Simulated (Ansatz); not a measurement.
**One shape, several levels: triplet CH3F**

Wanted: a comparison of 6 runs (U-r2SCAN0/STO-3G, UB3LYP/STO-3G, UBHLYP/STO-3G, UCAM-B3LYP/STO-3G, UPBE0/STO-3G, UCCSDT/STO-3G) of triplet CH3F. 

Program for the calculation: Ansatz 0.2.0.

55 further runs of the same task are left out: 3 that didn't finish, 52 set aside as unsound or not needed.

## Step 1: The system as given

CH3F has 5 atoms, charge 0, and is taken as a triplet. As SMILES of the parent species, `CF`. The shape is that of a PBE0-D4/def2-TZVP optimisation. That shape belongs to the parent species and isn't relaxed for this state.

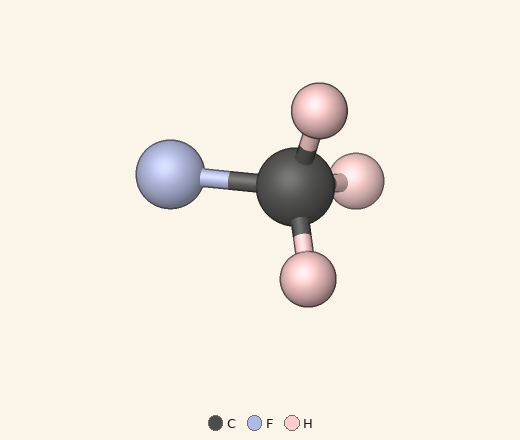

Viewed from a chosen angle; carbon dark grey, fluorine light blue, hydrogen pink.

## Step 2: A single-point energy at U-r2SCAN0/STO-3G (run 1)

File run.yaml:

```yaml
basis:
  gaussian:
    orbitals: STO-3G
crystal:
  periodic: [false, false, false]
  atoms:
    - symbol: C
      position_ang: [-0.050700, 0.032900, 0.007800]
    - symbol: F
      position_ang: [1.094100, -0.710500, -0.168600]
    - symbol: H
      position_ang: [-0.918700, -0.626900, -0.058000]
    - symbol: H
      position_ang: [-0.104800, 0.796000, -0.772000]
    - symbol: H
      position_ang: [-0.019800, 0.508500, 0.990700]
total_charge: 0
magnetization:
  spin_polarized: true
  initial_magnetization: 2
hamiltonian:
  xc: {name: r2SCAN0}
accuracy: high
```

The run is started by

```bash
$ ansatz run run.yaml --threads 1 --pin off --max-ram 2610MiB --events-out events.jsonl --progress --plain --runs-dir runs
```

Standard output:

```text
Warning: RAYON_NUM_THREADS=1 ignored (pool sized by the plan → 1); use --threads N
Functional definition: r2SCAN0
  name "r2SCAN0"
  parameter a = 0.25
  parameter k0 = 0.174
  parameter k1 = 0.065
  parameter a1 = 4.9479
  exchange = (1 - a)*r2scan_x(k0 = k0, k1 = k1, a1 = a1) + a*exact_x
  correlation = r2scan_c
206 factors; integrals over basis functions are off by at most 2.5e-8 eV
mean field evaluation 1: about -3737.1020 eV, gradient 6.2e0 eV
mean field evaluation 2: about -3737.3525 eV, gradient 2.8e0 eV
mean field evaluation 4: about -3737.4343 eV, gradient 1.5e-1 eV
mean field evaluation 8: about -3737.4549 eV, gradient 4.2e-3 eV
mean field evaluation 16: about -3737.4549 eV, gradient 7.2e-4 eV
mean field evaluation 32: about -3737.4550 eV, gradient 1.1e-6 eV
mean field evaluation 64: about -3737.4551 eV, gradient 6.1e-4 eV
mean field -3737.45507144 eV, -137.3489405374 hartree, gradient 3.0e-8 eV, S^2 2.002344; 4 other end points of the search recorded, 0 dependent functions left out
reference -3737.45507192 eV, -137.3489405551 hartree; 10, 8 occupied and 3, 5 virtual orbitals, 206 factors
Total energy: -3737.45507192 eV, -137.3489405551 hartree
```

Run time: 42 s. Hardware: 1 thread of Arm Neoverse V1, shared host; peak memory 0.18 GiB.

## Step 3: The energy at UB3LYP/STO-3G (run 2)

File job.yaml:

```yaml
basis:
  gaussian:
    orbitals: STO-3G
crystal:
  periodic: [false, false, false]
  atoms:
    - {symbol: C, position_ang: [-0.050700, 0.032900, 0.007800]}
    - {symbol: F, position_ang: [1.094100, -0.710500, -0.168600]}
    - {symbol: H, position_ang: [-0.918700, -0.626900, -0.058000]}
    - {symbol: H, position_ang: [-0.104800, 0.796000, -0.772000]}
    - {symbol: H, position_ang: [-0.019800, 0.508500, 0.990700]}
magnetization:
  spin_polarized: true
  initial_magnetization: 2
hamiltonian:
  xc: {name: B3LYP}
accuracy: high
```

The run is started by

```bash
$ ansatz run job.yaml --threads 1 --pin off --max-ram 2610MiB --events-out events.jsonl --progress --plain --runs-dir runs
```

Standard output:

```text
Warning: RAYON_NUM_THREADS=1 ignored (pool sized by the plan → 1); use --threads N
Functional definition: B3LYP
  name "B3LYP"
  parameter a0 = 0.2
  parameter ax = 0.72
  parameter ac = 0.81
  exchange = (1 - a0 - ax)*slater_x + ax*b88_x + a0*exact_x
  correlation = (1 - ac)*vwn_rpa_c + ac*lyp_c
206 factors; integrals over basis functions are off by at most 2.5e-8 eV
mean field evaluation 1: about -3738.2271 eV, gradient 7.4e0 eV
mean field evaluation 2: about -3738.3327 eV, gradient 5.8e0 eV
mean field evaluation 4: about -3738.6467 eV, gradient 2.2e-1 eV
mean field evaluation 8: about -3738.6560 eV, gradient 3.0e-3 eV
mean field evaluation 16: about -3738.6560 eV, gradient 3.7e-3 eV
mean field evaluation 32: about -3738.6558 eV, gradient 9.8e-3 eV
mean field -3738.65614306 eV, -137.3930791054 hartree, gradient 1.6e-8 eV, S^2 2.001364; 4 other end points of the search recorded, 0 dependent functions left out
reference -3738.65616429 eV, -137.3930798856 hartree; 10, 8 occupied and 3, 5 virtual orbitals, 206 factors
Total energy: -3738.65616429 eV, -137.3930798856 hartree
```

Wall time 15 s (1 thread of Arm Neoverse V1, shared host); peak memory 0.11 GiB.

Run 3 isn't shown in full; the table further down has it.

## Step 4: A single-point energy at UCAM-B3LYP/STO-3G (run 4)

File input.yaml:

```yaml
crystal:
  periodic: [false, false, false]
  atoms:
    - {symbol: C, position_ang: [-0.050700, 0.032900, 0.007800]}
    - {symbol: F, position_ang: [1.094100, -0.710500, -0.168600]}
    - {symbol: H, position_ang: [-0.918700, -0.626900, -0.058000]}
    - {symbol: H, position_ang: [-0.104800, 0.796000, -0.772000]}
    - {symbol: H, position_ang: [-0.019800, 0.508500, 0.990700]}
basis:
  gaussian:
    orbitals: STO-3G
accuracy: high
magnetization:
  spin_polarized: true
  initial_magnetization: 2
hamiltonian:
  xc: {name: CAM-B3LYP}
```

The run is started by

```bash
$ ansatz run input.yaml --threads 1 --pin off --max-ram 2610MiB --events-out events.jsonl --progress --plain --runs-dir runs
```

Standard output, shortened:

```text
Warning: RAYON_NUM_THREADS=1 ignored (pool sized by the plan → 1); use --threads N
Functional definition: CAM-B3LYP
  name "CAM-B3LYP"
[...]
206 factors; integrals over basis functions are off by at most 2.5e-8 eV
123 factors; integrals over basis functions are off by at most 7.4e-10 eV
[...]
mean field -3737.05628997 eV, -137.3342855886 hartree, gradient 8.2e-9 eV, S^2 2.001453; 4 other end points of the search recorded, 0 dependent functions left out
reference -3737.05630031 eV, -137.3342859685 hartree; 10, 8 occupied and 3, 5 virtual orbitals, 206 factors
Total energy: -3737.05630031 eV, -137.3342859685 hartree
```

Wall time 18 s (1 thread of Arm Neoverse V1, shared host); peak memory 0.11 GiB.

Run 5 isn't shown in full; the table further down has it.

## Step 5: A single-point energy at UCCSDT/STO-3G (run 6)

Edit input.yaml of step 4 so:

```diff
@@ -9,9 +9,6 @@
 basis:
-  gaussian:
-    orbitals: STO-3G
+  gaussian: {orbitals: STO-3G}
+magnetization: {spin_polarized: true, initial_magnetization: 2}
+correlation: {method: ccsdt, frozen_orbitals: {C: 1, F: 1, H: 0}}
 accuracy: high
-magnetization:
-  spin_polarized: true
-  initial_magnetization: 2
-hamiltonian:
-  xc: {name: CAM-B3LYP}
+scf: {omitted_lower_state_checks: [cluster_reference, increment]}
```

The run is started by

```bash
$ ansatz run input.yaml --threads 1 --pin off --max-ram 2610MiB --events-out events.jsonl --progress --plain --runs-dir runs
```

Standard output:

```text
Warning: RAYON_NUM_THREADS=1 ignored (pool sized by the plan → 1); use --threads N
[... 18 lines left out ...]
2 core orbitals not correlated: weight in the atoms' cores, before any rotation towards them, 1.000 or more for the frozen orbitals, at most 0.000 for the correlated occupied ones
[... 99 lines left out ...]
Total energy: -3723.90319731 eV, -136.8509183490 hartree
Checks for a lower state left out: cluster_reference, increment
```

Wall time 1.4 s (1 thread of Arm Neoverse V1, shared host).

## Step 6: All runs side by side

```tsv
run	level	frozen core orbitals	energy (Eh)	⟨S²⟩	wall time
1	U-r2SCAN0/STO-3G	–	-137.348941	2.002	42 s
2	UB3LYP/STO-3G	–	-137.393080	2.001	15 s
3	UBHLYP/STO-3G	–	-137.354763	2.002	21 s
4	UCAM-B3LYP/STO-3G	–	-137.334286	2.001	18 s
5	UPBE0/STO-3G	–	-137.273211	2.002	14 s
6	UCCSDT/STO-3G	2	-136.850918	2.007	1.4 s
```

## Step 7: Results

| quantity | value |
| --- | --- |
| run 6: total energy | -136.85092 Eh |
| run 6: correlation energy (2 core orbitals frozen) | -66.7 mEh |
| run 6: ⟨S²⟩ of the reference determinant | 2.007 |
| run 6: T1 diagnostic | 0.049 |

**Reading.** Totals of different functionals can't be ranked against each other. In runs 1, 2, 3, 4, 5, 6 the basis is minimal, so the values are rough. All runs together took 1.9 min, the longest 42 s.
